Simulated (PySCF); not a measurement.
# GaSiH4Cl (SMILES [SiH3][GaH][Cl]): levels of theory compared

Aim: a comparison of 6 runs (HF/3-21G, HF/def2-SVP, B3LYP/6-31G*, PBE0/def2-SVP, MP2/3-21G, CCSD(T)/6-31G*) of GaSiH4Cl. 

The calculation is run with PySCF 2.14.0.

## Step 1: The molecule

The species is GaSiH4Cl (7 atoms), meant as a singlet with charge 0. As SMILES, `[SiH3][GaH][Cl]`. The shape comes from GFN2-xTB, which is rough for such elements, and wasn't checked as a minimum.

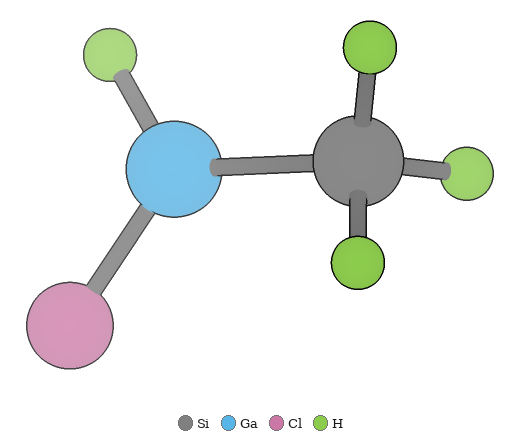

Viewed from a chosen angle; silicon grey, gallium blue, chlorine pink, hydrogen green.

## Step 2: Energy and gradient at HF/3-21G (run 1)

File geometry.xyz:

```xyz
7
ClGaH4Si
Si    -0.922200     0.560190    -0.301100
Ga     1.012340    -0.652810     0.480210
Cl     2.627560    -1.257590    -0.718720
H     -2.035550    -0.347720    -0.633090
H     -0.555320     1.293210    -1.528140
H     -1.411840     1.535900     0.686270
H      1.285010    -1.131180     2.014550
```

File calc.py:

```python
import pyscf.grad
from pyscf import gto

mol = gto.M(
    atom='geometry.xyz',
    max_memory=1860,
    basis='3-21g',
    verbose=4,
    spin=0,
)

mf = mol.RHF()
mf.conv_tol = 1e-10
mf.kernel()
if not mf.converged:
    mf = mf.newton().run(mf.mo_coeff, mf.mo_occ)

e_tot = mf.e_tot
print('E(%s) = %.9f' % ('HF', e_tot))
grad = mf.Gradients().kernel()
dip = mf.dip_moment()
pop, q = mf.mulliken_pop()
```

The run is started by

```bash
OMP_NUM_THREADS=1 python calc.py
```

Output:

```text
PySCF version 2.14.0

[... 59 lines left out ...]
converged SCF energy = -2660.88942151581
[... 14 lines left out ...]
Dipole moment(X, Y, Z, Debye): -2.30821,  0.93002,  1.17165
[... 64 lines left out ...]
charge of    6H =     -0.18001
```

It took 2.2 s on 1 thread of Arm Neoverse V1, shared host; peak memory 0.13 GiB.

## Step 3: Energy and gradient at HF/def2-SVP (run 2)

File input.xyz:

```xyz
7

Si    -0.922200     0.560190    -0.301100
Ga     1.012340    -0.652810     0.480210
Cl     2.627560    -1.257590    -0.718720
H     -2.035550    -0.347720    -0.633090
H     -0.555320     1.293210    -1.528140
H     -1.411840     1.535900     0.686270
H      1.285010    -1.131180     2.014550
```

File run.py:

```python
# [SiH3][GaH][Cl]
import pyscf.grad
from pyscf import gto

system = gto.M(
    atom='input.xyz',
    spin=0,
    basis='def2-svp',
    max_memory=1860,
    verbose=3,
)

hf = system.RHF()
hf.conv_tol = 1e-10
hf.kernel()
if not hf.converged:
    hf = hf.newton().run(hf.mo_coeff, hf.mo_occ)

etot = hf.e_tot
print(f'total energy: {etot:.8f} hartree')
grad = hf.Gradients().kernel()
dip = hf.dip_moment()
pop, q = hf.mulliken_pop()
```

The run is started by

```bash
OMP_NUM_THREADS=1 python run.py
```

Output:

```text
converged SCF energy = -2673.57274018311
total energy: -2673.57274018 hartree
[... 10 lines left out ...]
Dipole moment(X, Y, Z, Debye): -1.54920,  0.69218,  0.52653
[... 96 lines left out ...]
charge of    6H =     -0.19093
```

Run time: 6.6 s. Hardware: 1 thread of Arm Neoverse V1, shared host; peak memory 0.17 GiB.

## Step 4: Energy and gradient at B3LYP/6-31G(d) (Cartesian functions) (run 3)

File input.py:

```python
from pyscf import gto, dft

molecule = gto.Mole()
molecule.atom = '''
Si    -1.742705     1.058606    -0.568997
Ga     1.913045    -1.233632     0.907465
Cl     4.965369    -2.376501    -1.358184
H     -3.846632    -0.657096    -1.196367
H     -1.049403     2.443813    -2.887766
H     -2.667991     2.902430     1.296862
H      2.428317    -2.137620     3.806948
'''
molecule.max_memory = 1860
molecule.basis = '6-31g*'
molecule.unit = 'bohr'
molecule.verbose = 4
molecule.charge = 0
molecule.cart = True
molecule.build()

ks = dft.RKS(molecule)
ks.xc = 'b3lyp'
ks.grids.level = 5
ks.conv_tol = 1e-10
ks.kernel()
if not ks.converged:
    ks = ks.newton().run(ks.mo_coeff, ks.mo_occ)

e_final = ks.e_tot
print('E(%s) = %.9f' % ('B3LYP', e_final))
grad = ks.nuc_grad_method().kernel()
dip = ks.dip_moment()
pop, q = ks.mulliken_pop()
```

The run is started by

```bash
OMP_NUM_THREADS=1 python input.py
```

Output:

```text
PySCF version 2.14.0

[... 76 lines left out ...]
converged SCF energy = -2676.7683403102
[... 15 lines left out ...]
Dipole moment(X, Y, Z, Debye): -1.72359,  0.77734,  0.52443
[... 89 lines left out ...]
charge of    6H =      0.01894
```

Run time: 30 s. Hardware: 1 thread of Arm Neoverse V1, shared host; peak memory 0.79 GiB.

Runs 4 to 5 aren't shown in full; the table further down has their settings and results.

## Step 5: The energy at CCSD(T)/6-31G(d) (spherical functions) (run 6)

File run.py:

```python
# [SiH3][GaH][Cl]
from pyscf import gto, scf, cc

mol = gto.M(
    atom='''
Si    -1.742705     1.058606    -0.568997
Ga     1.913045    -1.233632     0.907465
Cl     4.965369    -2.376501    -1.358184
H     -3.846632    -0.657096    -1.196367
H     -1.049403     2.443813    -2.887766
H     -2.667991     2.902430     1.296862
H      2.428317    -2.137620     3.806948
''',
    unit='bohr',
    spin=0,
    max_memory=1860,
    basis='6-31g*',
    charge=0,
    verbose=4,
)

hf = scf.RHF(mol)
hf.conv_tol = 1e-10
hf.kernel()
if not hf.converged:
    hf = hf.newton().run(hf.mo_coeff, hf.mo_occ)

mycc = cc.CCSD(hf, frozen=19)
mycc.kernel()
e_t = mycc.ccsd_t()
e_final = mycc.e_tot + e_t
print(f'total energy: {e_final:.8f} hartree')
hf.analyze()
```

The run is started by

```bash
OMP_NUM_THREADS=1 python run.py
```

Output:

```text
PySCF version 2.14.0

[... 96 lines left out ...]
Two-electron Coulomb Energy =         1481.646213564203435
[... 12 lines left out ...]
MO #10  energy= -8.00283194811283  occ= 2
[... 10 lines left out ...]
MO #21  energy= -1.23900089300737  occ= 2
[... 10 lines left out ...]
MO #32  energy= -0.457284180913556 occ= 2
[... 10 lines left out ...]
MO #43  energy= 0.315513410659399  occ= 0
[... 10 lines left out ...]
MO #54  energy= 0.694718584384852  occ= 0
[... 10 lines left out ...]
MO #65  energy= 1.25733525622359   occ= 0
[... 10 lines left out ...]
MO #76  energy= 3.42852445651688   occ= 0
[... 86 lines left out ...]
Dipole moment(X, Y, Z, Debye): -1.87828,  0.81942,  0.72426
```

Run time: 12 s. Hardware: 1 thread of Arm Neoverse V1, shared host; peak memory 0.23 GiB.

## Step 6: All runs side by side

```tsv
run	level	Cartesian functions	integration grid	energy (Eh)	dipole moment (D) of the reference	HOMO energy (eV)	LUMO energy (eV)	wall time
1	HF/3-21G	no	–	-2660.889422	2.75	-10.51	0.57	2.2 s
2	HF/def2-SVP	no	–	-2673.572740	1.78	-10.40	0.84	6.6 s
3	B3LYP/6-31G* (Cartesian functions)	yes	5	-2676.768340	1.96	-7.52	-2.22	30 s
4	PBE0/def2-SVP	no	5	-2675.977504	1.61	-7.74	-2.00	25 s
5	MP2/3-21G	no	–	-2661.024874	2.75	-10.51	0.57	3.3 s
6	CCSD(T)/6-31G* (spherical functions)	no	–	-2674.209986	2.17	-10.42	0.73	12 s
```

## Step 7: Outcome

| quantity | value |
| --- | --- |
| run 6: total energy | -2674.20999 Eh |
| run 6: dipole moment (Hartree–Fock density) | 2.17 D |
| run 6: HOMO energy (Hartree–Fock orbitals) | -10.42 eV |
| run 6: LUMO energy (Hartree–Fock orbitals) | 0.73 eV |
| run 6: HOMO–LUMO gap (Hartree–Fock orbitals) | 11.15 eV |
| run 6: correlation energy (19 core orbitals frozen) | -476.5 mEh |
| run 6: (T) correction | -11.25 mEh |
| run 6: T1 diagnostic | 0.013 |

What this shows: Over runs 1, 2, 3, 4 the dipole moment (its size) runs from 1.61 D (PBE0/def2-SVP) to 2.75 D (HF/3-21G). The two ends differ in method and basis. Over runs 1, 2, 3, 4 the HOMO–LUMO gap runs from 5.31 eV (B3LYP/6-31G*) to 11.24 eV (HF/def2-SVP). Totals of different functionals can't be ranked against each other. All runs together took 80 s, the longest 30 s.
